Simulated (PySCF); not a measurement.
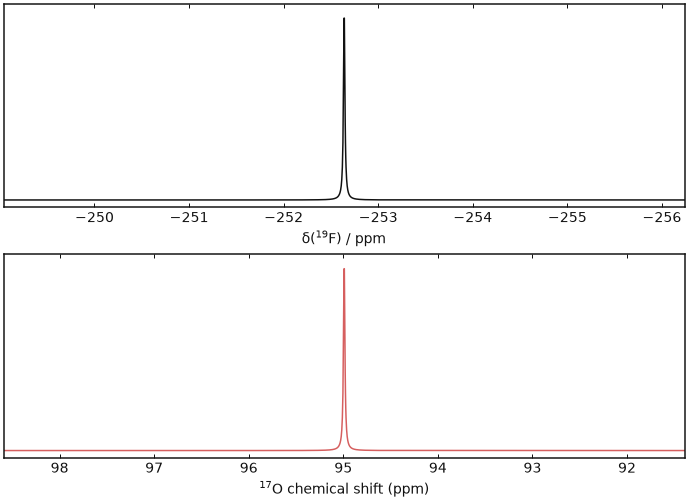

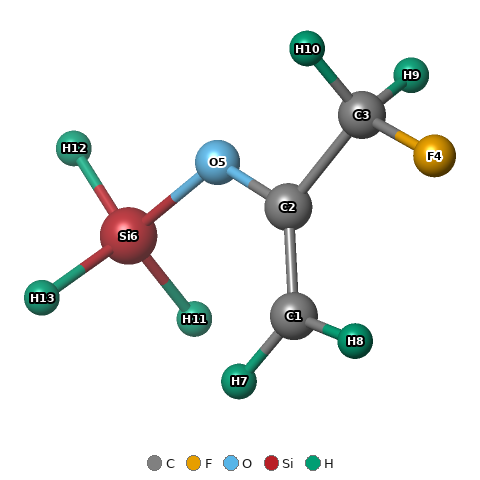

Spectrum and numbered structure of C₃H₇FOSi, SMILES C=C(CF)O[SiH3]. GIAO shifts, mPW1PW91/pcSseg-1 with PySCF 2.14.0, at a PBE0-D3(BJ)/def2-SVP geometry (no frequency check), against CFCl₃ for ¹⁹F and H₂O for ¹⁷O computed at the same level (¹⁹F: this reference is a hard case for the method, so all values can be off together by tens of ppm, and differences between signals are safer; ¹⁷O: a single water molecule, while the usual scale starts at liquid water and gives values some tens of ppm lower). Gas phase, fully decoupled, line heights follow the number of nuclei, widths are arbitrary (no quadrupolar broadening); values of one conformer, averaged over methyl-type rotors and exact or near symmetry; other conformers aren't averaged in.

**Where does the ¹⁹F line lie?**

At −252.6 ppm (F4).

**Where does the ¹⁷O line lie?**

At 95.0 ppm (O5).
